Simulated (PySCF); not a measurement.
**CH4BCl2O−: NMR shifts at several levels of theory**

How much do the NMR shifts of CH4BCl2O− (`O[B@@H-](Cl)CCl`) depend on the level of theory, and what does each level cost?

The runs use PySCF 2.14.0, with density-fitted response routines of our own; the level of theory stands in each step. All values are computed, except where a source is named. Atoms count from 0, in the outputs and in this text.

### Step 1. The molecule as given

9 atoms, charge -1, multiplicity 1; geometry from: GFN2-xTB.

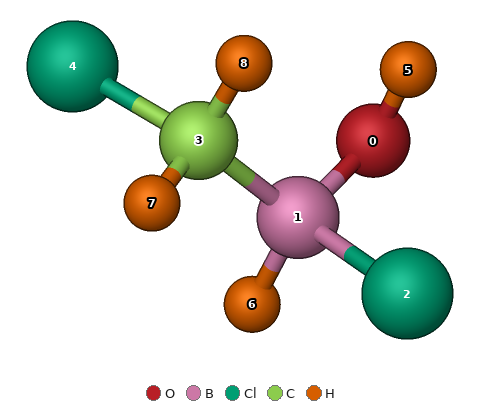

As it starts; oxygen red, boron pink, chlorine teal, carbon green, hydrogen orange, atoms numbered.

### Step 2. Optimising the geometry at PBE0-D3(BJ)/def2-SVP

What the job is given:

```
{"job": {"xc": "PBE0", "basis": "def2-SVP", "d3": "d3bj", "grid": 1, "kind": "geom"}, "charge": -1, "multiplicity": 1}
O     -1.264541     1.116541    -0.337427
B     -0.654593     0.048738     0.371079
Cl    -1.441226    -1.659007    -0.219915
C      0.918838    -0.251011    -0.009169
Cl     2.016270     1.055977     0.512841
H     -1.067586     1.071045    -1.273212
H     -0.875899     0.123755     1.540209
H      1.296266    -1.152493     0.475863
H      1.086032    -0.347549    -1.085448
```

Output:

```text
step   0  E = -1060.27039413  max force = 0.019835
step   1  E = -1060.27291033  max force = 0.003727
step   2  E = -1060.27301276  max force = 0.001146
step   3  E = -1060.27302108  max force = 0.000367
optimisation converged
```

Wall time 13 s (1 thread, shared host).

Step by step:

```csv
step,energy from step 0 (eV),largest force component (eV/Å)
0,0.0000,1.0200
1,-0.0685,0.1917
2,-0.0713,0.0589
3,-0.0715,0.0189
```

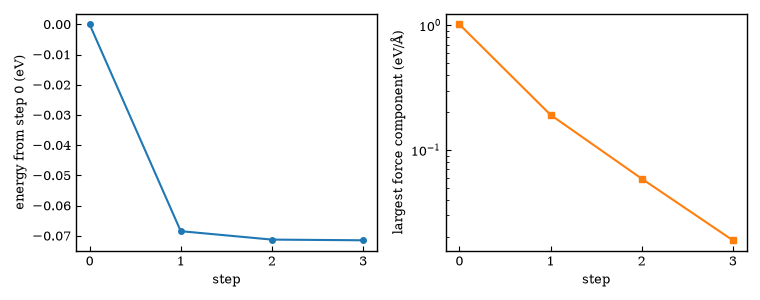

Energy and force, step by step.

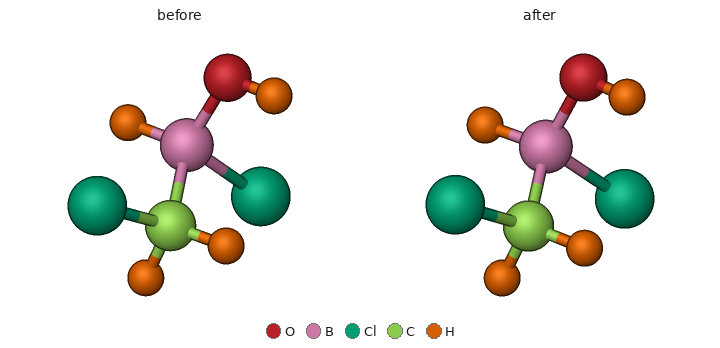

The geometry before (left) and after (right).

Distances of close pairs at the start and the end, largest changes first:

```csv
bond,before (Å),after (Å),change (Å)
C3–Cl4,1.785,1.834,+0.049
B1–Cl2,1.971,2.017,+0.046
B1–H6,1.192,1.230,+0.038
B1–C3,1.646,1.626,-0.020
C3–H8,1.093,1.103,+0.010
C3–H7,1.091,1.099,+0.008
O0–B1,1.419,1.426,+0.007
O0–H5,0.957,0.961,+0.004
```

The final coordinates are the input of the step that follows.

```csv
at the end point,value
point group (found at 0.08 Å tolerance),C1
"rotational constants (GHz, main isotopes)","6.315, 1.338, 1.148"
```

### Step 3. NMR shieldings: PBE0/cc-pVDZ

What the job is given:

```
{"job": {"kind": "nmr", "xc": "PBE0", "basis": "cc-pVDZ", "pop": true}, "charge": -1, "multiplicity": 1}
O     -0.808731     1.716505    -0.930754
B     -0.215662     0.604389    -0.263722
Cl    -1.016569    -1.121802    -0.931168
C      1.344512     0.312336    -0.618618
Cl     2.466189     1.675807    -0.123716
H     -0.543896     1.695502    -1.854808
H     -0.436464     0.653196     0.945478
H      1.728798    -0.583059    -0.110069
H      1.516577     0.180682    -1.700511
```

Level: GIAO PBE0/cc-pVDZ NMR shielding, non-relativistic, gas phase.

Output:

```text
coarse grid: 8992 points
cycle   1  E = -1060.5495732340  dE =  2.290e-01  |g| = 7.160e-01  |ddm| = 5.160e+00
cycle   2  E = -1060.4729958124  dE =  7.658e-02  |g| = 9.864e-01  |ddm| = 2.738e+00
cycle   3  E = -1060.6592178316  dE = -1.862e-01  |g| = 1.143e-01  |ddm| = 1.427e+00
cycle   4  E = -1060.6623082525  dE = -3.090e-03  |g| = 1.901e-02  |ddm| = 2.647e-01
cycle   5  E = -1060.6623900046  dE = -8.175e-05  |g| = 7.895e-03  |ddm| = 5.105e-02
cycle   6  E = -1060.6624057461  dE = -1.574e-05  |g| = 2.104e-03  |ddm| = 1.646e-02
cycle   7  E = -1060.6624069293  dE = -1.183e-06  |g| = 4.222e-04  |ddm| = 4.272e-03
final grid: 78608 points
cycle   8  E = -1060.6813004141  dE = -1.533e-05  |g| = 4.978e-03  |ddm| = 3.757e-02
cycle   9  E = -1060.6812968042  dE =  3.610e-06  |g| = 6.409e-03  |ddm| = 1.976e-02
cycle  10  E = -1060.6813066125  dE = -9.808e-06  |g| = 7.776e-04  |ddm| = 1.038e-02
cycle  11  E = -1060.6813067537  dE = -1.412e-07  |g| = 8.481e-05  |ddm| = 1.553e-03
cycle  12  E = -1060.6813067547  dE = -1.016e-09  |g| = 5.831e-05  |ddm| = 1.994e-04
cycle  13  E = -1060.6813067555  dE = -7.485e-10  |g| = 9.432e-06  |ddm| = 9.550e-05
converged SCF energy = -1060.6813067555

GIAO shielding tensors (ppm)
atom      isotropic    diamagn.    paramagn.     s11        s22        s33       span
  0 O      277.074     374.810     -97.735    238.662    273.801    318.760     80.098
  1 B      110.661     192.272     -81.612     95.091    114.927    121.965     26.874
  2 Cl     956.089    1150.034    -193.945    837.320    958.038   1072.909    235.589
  3 C      143.441     244.421    -100.981    109.381    136.021    184.920     75.539
  4 Cl     954.179    1146.093    -191.914    860.093    882.236   1120.208    260.115
  5 H       32.875      30.883       1.992     27.281     30.456     40.889     13.608
  6 H       27.795      30.564      -2.769     25.412     27.957     30.016      4.604
  7 H       28.717      30.763      -2.046     22.642     29.512     33.997     11.356
  8 H       29.326      30.968      -1.642     23.648     28.895     35.435     11.787
```

It took 6.9 s on 1 thread, shared host.

The references, computed at this level on geometries of the same kind, shield at (ppm): 1H TMS 31.29, 13C TMS 196.8, 17O H2O 343.3, 11B BF3·OEt2 113.8, 35Cl HCl 961. Their shielding less the atom's gives the shift. The references are single molecules in the gas phase, so shifts against H2O, NH3, PH3, H3PO4 or CFCl3 are not on the usual liquid scales and can be off by tens of ppm.

```csv
atoms,environment,σ (ppm),δ (ppm)
C3,sp3 CH2 bonded to B and Cl,143.4,53.3
H6,"hydrogen on a boron bonded to C, Cl, O",27.79,3.50
H7,hydrogen on an sp3 CH2 bonded to B and Cl,28.72,2.57
H8,hydrogen on an sp3 CH2 bonded to B and Cl,29.33,1.96
H5,hydrogen on an oxygen bonded to B,32.88,-1.59
O0,"oxygen bonded to B, H",277.1,66.3
B1,"boron bonded to C, Cl, O, H",110.7,3.2
Cl4,chlorine bonded to C,954,6
Cl2,chlorine bonded to B,956,4
```

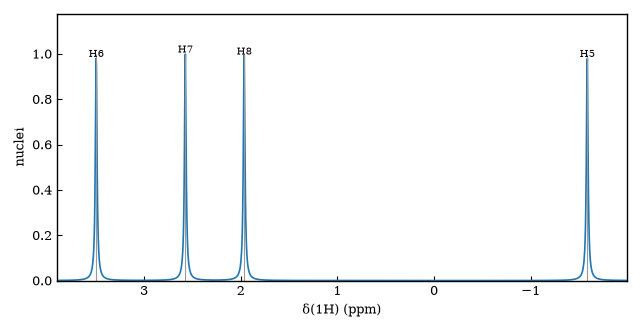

1H lines at the computed shifts, without couplings. Lines are broadened to a width of 0.02 ppm (Lorentzian).

Charges from the same density, by scheme (e):

```csv
atoms,Mulliken,IAO,Hirshfeld,ESP fit
O0,-0.22,-0.61,-0.31,-0.67
B1,0.10,0.11,0.01,0.43
Cl2,-0.50,-0.45,-0.38,-0.56
C3,-0.14,-0.35,-0.12,-0.31
Cl4,-0.28,-0.22,-0.20,-0.29
```

Mulliken charges:

```csv
atom,value (e)
O0,-0.22
B1,0.10
Cl2,-0.50
C3,-0.14
Cl4,-0.28
H5,0.10
H6,-0.15
H7,0.05
H8,0.03
```

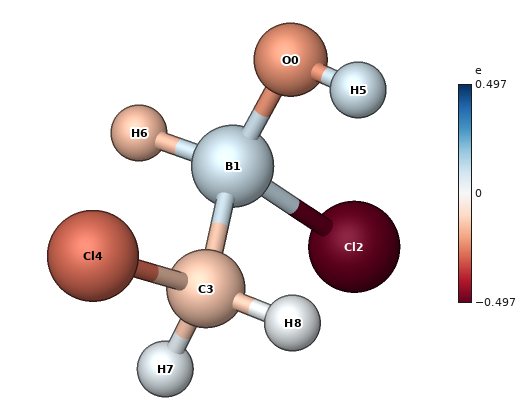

Mulliken charges, as colours on the atoms.

Mayer bond orders: O0–B1 1.30, B1–Cl2 0.73, B1–C3 0.93, C3–Cl4 0.92.

### Step 4. NMR shieldings: PBE0/cc-pVTZ

Same as in step 3 but for these lines:

```diff
@@ -1,2 +1,2 @@
-{"job": {"kind": "nmr", "xc": "PBE0", "basis": "cc-pVDZ", "pop": true}, "charge": -1, "multiplicity": 1}
+{"job": {"kind": "nmr", "xc": "PBE0", "basis": "cc-pVTZ", "pop": true}, "charge": -1, "multiplicity": 1}
 O     -0.808731     1.716505    -0.930754
```

Method: GIAO PBE0/cc-pVTZ NMR shielding, non-relativistic, gas phase.

Output:

```text
coarse grid: 8992 points
cycle   1  E = -1060.6353370491  dE =  1.991e-01  |g| = 7.443e-01  |ddm| = 5.471e+00
cycle   2  E = -1060.5225643910  dE =  1.128e-01  |g| = 1.116e+00  |ddm| = 3.070e+00
cycle   3  E = -1060.7511411311  dE = -2.286e-01  |g| = 1.164e-01  |ddm| = 1.767e+00
cycle   4  E = -1060.7540472388  dE = -2.906e-03  |g| = 3.080e-02  |ddm| = 2.367e-01
cycle   5  E = -1060.7542305287  dE = -1.833e-04  |g| = 7.905e-03  |ddm| = 5.346e-02
cycle   6  E = -1060.7542433433  dE = -1.281e-05  |g| = 3.229e-03  |ddm| = 1.537e-02
cycle   7  E = -1060.7542458790  dE = -2.536e-06  |g| = 7.819e-04  |ddm| = 5.582e-03
final grid: 78608 points
cycle   8  E = -1060.7640963469  dE = -5.461e-05  |g| = 5.301e-03  |ddm| = 7.257e-02
cycle   9  E = -1060.7640936480  dE =  2.699e-06  |g| = 6.408e-03  |ddm| = 1.839e-02
cycle  10  E = -1060.7641020132  dE = -8.365e-06  |g| = 1.129e-03  |ddm| = 9.631e-03
cycle  11  E = -1060.7641022611  dE = -2.479e-07  |g| = 1.287e-04  |ddm| = 1.532e-03
cycle  12  E = -1060.7641022641  dE = -2.998e-09  |g| = 5.264e-05  |ddm| = 2.752e-04
cycle  13  E = -1060.7641022647  dE = -5.889e-10  |g| = 1.710e-05  |ddm| = 8.434e-05
converged SCF energy = -1060.7641022647

GIAO shielding tensors (ppm)
atom      isotropic    diamagn.    paramagn.     s11        s22        s33       span
  0 O      261.650     380.921    -119.271    225.265    258.833    300.852     75.587
  1 B      100.572     183.862     -83.290     83.855    106.857    111.006     27.151
  2 Cl     925.995    1148.730    -222.735    789.119    924.014   1064.853    275.735
  3 C      134.267     245.022    -110.755    101.493    126.950    174.358     72.865
  4 Cl     939.164    1145.617    -206.453    840.382    857.496   1119.614    279.233
  5 H       32.452      31.476       0.976     26.658     29.853     40.845     14.187
  6 H       27.701      29.025      -1.323     25.540     28.013     29.551      4.011
  7 H       28.379      29.499      -1.121     22.113     29.268     33.754     11.641
  8 H       29.019      30.523      -1.505     23.425     28.388     35.243     11.817
```

Run time: 20 s. Hardware: 1 thread, shared host.

Key values: δ C3 53.0, O0 73.2, B1 2.2, Cl2 26, H6 3.59, H7 2.91 ppm.

### Step 5. NMR shieldings: PBE0/aug-cc-pVDZ

Same as in step 4 but for these lines:

```diff
@@ -1,2 +1,2 @@
-{"job": {"kind": "nmr", "xc": "PBE0", "basis": "cc-pVTZ", "pop": true}, "charge": -1, "multiplicity": 1}
+{"job": {"kind": "nmr", "xc": "PBE0", "basis": "aug-cc-pVDZ", "pop": true}, "charge": -1, "multiplicity": 1}
 O     -0.808731     1.716505    -0.930754
```

Level: GIAO PBE0/aug-cc-pVDZ NMR shielding, non-relativistic, gas phase.

Output:

```text
coarse grid: 8992 points
cycle   1  E = -1060.5763067847  dE =  2.175e-01  |g| = 7.007e-01  |ddm| = 6.317e+00
cycle   2  E = -1060.4403186534  dE =  1.360e-01  |g| = 1.108e+00  |ddm| = 2.734e+00
cycle   3  E = -1060.6883415817  dE = -2.480e-01  |g| = 1.135e-01  |ddm| = 1.522e+00
cycle   4  E = -1060.6913528238  dE = -3.011e-03  |g| = 2.779e-02  |ddm| = 2.801e-01
cycle   5  E = -1060.6915585771  dE = -2.058e-04  |g| = 6.901e-03  |ddm| = 7.403e-02
cycle   6  E = -1060.6915710129  dE = -1.244e-05  |g| = 2.208e-03  |ddm| = 1.735e-02
cycle   7  E = -1060.6915723078  dE = -1.295e-06  |g| = 6.466e-04  |ddm| = 5.057e-03
final grid: 78608 points
cycle   8  E = -1060.7103855008  dE = -1.839e-05  |g| = 4.666e-03  |ddm| = 8.459e-02
cycle   9  E = -1060.7103822579  dE =  3.243e-06  |g| = 6.074e-03  |ddm| = 1.975e-02
cycle  10  E = -1060.7103908692  dE = -8.611e-06  |g| = 8.427e-04  |ddm| = 9.810e-03
cycle  11  E = -1060.7103910342  dE = -1.650e-07  |g| = 9.737e-05  |ddm| = 1.566e-03
cycle  12  E = -1060.7103910359  dE = -1.664e-09  |g| = 6.363e-05  |ddm| = 2.502e-04
cycle  13  E = -1060.7103910368  dE = -9.320e-10  |g| = 1.562e-05  |ddm| = 1.118e-04
converged SCF energy = -1060.7103910368

GIAO shielding tensors (ppm)
atom      isotropic    diamagn.    paramagn.     s11        s22        s33       span
  0 O      267.543     368.903    -101.360    229.515    265.468    307.648     78.133
  1 B      107.657     212.698    -105.040     92.151    113.550    117.270     25.119
  2 Cl     923.803    1149.242    -225.439    774.241    922.837   1074.333    300.092
  3 C      141.958     217.592     -75.634    109.399    134.289    182.186     72.787
  4 Cl     943.201    1143.056    -199.856    845.848    865.740   1118.015    272.167
  5 H       32.563      29.140       3.424     26.895     29.982     40.813     13.919
  6 H       27.578      24.004       3.574     25.363     27.861     29.510      4.147
  7 H       28.284      31.517      -3.232     21.999     29.121     33.733     11.735
  8 H       28.955      31.727      -2.772     23.350     28.302     35.213     11.863
```

Run time: 13 s. Hardware: 1 thread, shared host.

In short: δ C3 53.2, O0 68.4, B1 2.5, Cl2 44, H6 3.82, H7 3.11 ppm.

### Step 6. Shielding tensors: PBE0/IGLO-III

Same as in step 5 but for these lines:

```diff
@@ -1,2 +1,2 @@
-{"job": {"kind": "nmr", "xc": "PBE0", "basis": "aug-cc-pVDZ", "pop": true}, "charge": -1, "multiplicity": 1}
+{"job": {"kind": "nmr", "xc": "PBE0", "basis": "IGLO-III", "pop": true}, "charge": -1, "multiplicity": 1}
 O     -0.808731     1.716505    -0.930754
```

Level: GIAO PBE0/IGLO-III NMR shielding, non-relativistic, gas phase.

Output:

```text
coarse grid: 8992 points
cycle   1  E = -1060.6135622555  dE =  9.770e-02  |g| = 7.665e-01  |ddm| = 2.156e+00
cycle   2  E = -1060.4726889473  dE =  1.409e-01  |g| = 1.173e+00  |ddm| = 2.097e+00
cycle   3  E = -1060.7284721602  dE = -2.558e-01  |g| = 1.278e-01  |ddm| = 1.042e+00
cycle   4  E = -1060.7315759185  dE = -3.104e-03  |g| = 5.249e-02  |ddm| = 2.620e-01
cycle   5  E = -1060.7320652306  dE = -4.893e-04  |g| = 7.173e-03  |ddm| = 8.453e-02
cycle   6  E = -1060.7320713609  dE = -6.130e-06  |g| = 4.538e-03  |ddm| = 1.433e-02
cycle   7  E = -1060.7320758118  dE = -4.451e-06  |g| = 8.914e-04  |ddm| = 4.552e-03
final grid: 78608 points
cycle   8  E = -1060.7495123165  dE = -9.340e-05  |g| = 5.500e-03  |ddm| = 3.674e-02
cycle   9  E = -1060.7495110879  dE =  1.229e-06  |g| = 5.501e-03  |ddm| = 1.161e-02
cycle  10  E = -1060.7495166003  dE = -5.512e-06  |g| = 1.449e-03  |ddm| = 5.633e-03
cycle  11  E = -1060.7495169858  dE = -3.855e-07  |g| = 1.959e-04  |ddm| = 1.129e-03
cycle  12  E = -1060.7495169918  dE = -6.037e-09  |g| = 7.002e-05  |ddm| = 3.344e-04
cycle  13  E = -1060.7495169927  dE = -9.170e-10  |g| = 1.857e-05  |ddm| = 5.722e-05
converged SCF energy = -1060.7495169927

GIAO shielding tensors (ppm)
atom      isotropic    diamagn.    paramagn.     s11        s22        s33       span
  0 O      255.980     383.628    -127.647    214.166    254.604    299.171     85.005
  1 B       96.895     187.642     -90.748     80.957    103.281    106.447     25.490
  2 Cl     903.946    1149.754    -245.808    736.705    898.446   1076.687    339.982
  3 C      130.128     250.288    -120.160     96.919    123.320    170.145     73.226
  4 Cl     933.850    1145.596    -211.746    815.357    838.899   1147.293    331.936
  5 H       32.602      31.803       0.799     26.702     30.105     40.998     14.296
  6 H       27.784      30.794      -3.010     25.590     28.091     29.671      4.082
  7 H       28.461      31.281      -2.820     22.158     29.401     33.824     11.665
  8 H       29.082      31.287      -2.205     23.461     28.480     35.305     11.844
```

Wall time 20 s (1 thread, shared host).

Key values: δ C3 53.6, O0 71.2, B1 3.0, Cl2 41, H6 3.59, H7 2.91 ppm.

### Step 7. Shielding tensors: PBE0/pcSseg-0

Same as in step 6 but for these lines:

```diff
@@ -1,2 +1,2 @@
-{"job": {"kind": "nmr", "xc": "PBE0", "basis": "IGLO-III", "pop": true}, "charge": -1, "multiplicity": 1}
+{"job": {"kind": "nmr", "xc": "PBE0", "basis": "pcSseg-0", "pop": true}, "charge": -1, "multiplicity": 1}
 O     -0.808731     1.716505    -0.930754
```

With the program's defaults for keys left out, this is: GIAO PBE0/pcSseg-0 NMR shielding, non-relativistic, gas phase.

Output:

```text
coarse grid: 8992 points
cycle   1  E = -1059.1457056740  dE =  7.062e-02  |g| = 6.497e-01  |ddm| = 2.825e+00
cycle   2  E = -1059.0971577876  dE =  4.855e-02  |g| = 8.646e-01  |ddm| = 1.948e+00
cycle   3  E = -1059.2315433464  dE = -1.344e-01  |g| = 9.410e-02  |ddm| = 1.125e+00
cycle   4  E = -1059.2335264469  dE = -1.983e-03  |g| = 1.521e-02  |ddm| = 1.509e-01
cycle   5  E = -1059.2335750112  dE = -4.856e-05  |g| = 4.697e-03  |ddm| = 2.913e-02
cycle   6  E = -1059.2335809921  dE = -5.981e-06  |g| = 1.006e-03  |ddm| = 8.067e-03
final grid: 78608 points
cycle   7  E = -1059.3008363723  dE = -1.584e-05  |g| = 3.900e-03  |ddm| = 1.579e-02
cycle   8  E = -1059.3008348814  dE =  1.491e-06  |g| = 4.586e-03  |ddm| = 9.871e-03
cycle   9  E = -1059.3008402960  dE = -5.415e-06  |g| = 3.735e-04  |ddm| = 5.239e-03
cycle  10  E = -1059.3008403294  dE = -3.343e-08  |g| = 5.938e-05  |ddm| = 5.859e-04
cycle  11  E = -1059.3008403299  dE = -4.911e-10  |g| = 4.216e-05  |ddm| = 1.141e-04
cycle  12  E = -1059.3008403302  dE = -3.267e-10  |g| = 4.458e-06  |ddm| = 4.196e-05
converged SCF energy = -1059.3008403302

GIAO shielding tensors (ppm)
atom      isotropic    diamagn.    paramagn.     s11        s22        s33       span
  0 O      266.899     388.460    -121.561    218.693    266.960    315.043     96.350
  1 B      102.009     180.939     -78.930     85.309    105.823    114.895     29.586
  2 Cl     979.769    1147.017    -167.248    873.031    995.076   1071.200    198.170
  3 C      137.964     258.418    -120.454    102.378    130.834    180.680     78.303
  4 Cl     972.154    1145.810    -173.656    878.805    908.932   1128.724    249.919
  5 H       34.080      30.390       3.690     29.021     31.884     41.337     12.316
  6 H       27.939      27.662       0.277     25.010     27.709     31.098      6.089
  7 H       30.274      32.160      -1.886     23.768     31.585     35.470     11.701
  8 H       31.076      33.142      -2.066     25.325     30.905     36.997     11.672
```

Run time: 4.1 s. Hardware: 1 thread, shared host.

Key values: δ C3 55.6, O0 71.0, B1 2.9, Cl4 -20, H6 4.89, H7 2.56 ppm.

### Step 8. Run by run: NMR shifts

Shifts (ppm) of some atoms, chosen among heavy atoms and hydrogens apart, with basis size and wall time:

```csv
run,C3,H6,H8,O0,B1,Cl4,Cl2,functions,time
PBE0/cc-pVDZ,53.3,3.50,1.96,66.3,3.2,6,4,98,6.9 s
PBE0/cc-pVTZ,53.0,3.59,2.27,73.2,2.2,13,26,214,20 s
PBE0/aug-cc-pVDZ,53.2,3.82,2.44,68.4,2.5,24,44,159,13 s
PBE0/IGLO-III,53.6,3.59,2.29,71.2,3.0,11,41,233,20 s
PBE0/pcSseg-0,55.6,4.89,1.76,71.0,2.9,-20,-27,61,4.1 s
```

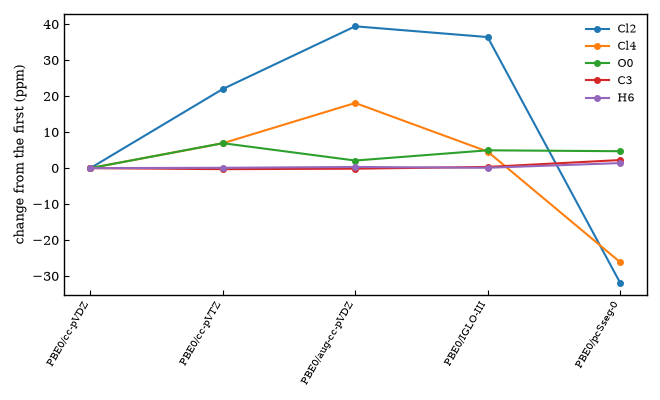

How five of the tabulated atoms move from run to run.

### Step 9. Summary of results

| quantity | value |
| --- | --- |
| point group | C1 |
| rotational constants (main isotopes) | 6.31, 1.34, 1.15 GHz |
| 13C shifts against TMS (PBE0/cc-pVDZ) | 53.3 ppm |
| 1H shifts against TMS (PBE0/cc-pVDZ) | 3.50, 2.57, 1.96, -1.59 ppm |
| 17O shifts against H2O (PBE0/cc-pVDZ) | 66.3 ppm |
| 11B shifts against BF3·OEt2 (PBE0/cc-pVDZ) | 3.2 ppm |
| 35Cl shifts against HCl (PBE0/cc-pVDZ) | 6, 4 ppm |
| range of the shift of Cl2 | -27 to 44 ppm |

**Reading.** Single values in the summary come from the first run of each kind that ended normally (PBE0/cc-pVDZ), which need not be the best level. Relaxing lowered the energy by 0.071 eV in 3 steps; the close pair that moved most is C3–Cl4, from 1.785 to 1.834 Å. At PBE0/cc-pVDZ: The widest tensor belongs to Cl4: span 260 ppm, with a paramagnetic part of -192 ppm. In ppm, Cl2 moves most: its shift spreads over 71 ppm, from -27 (PBE0/pcSseg-0) to 44 (PBE0/aug-cc-pVDZ).
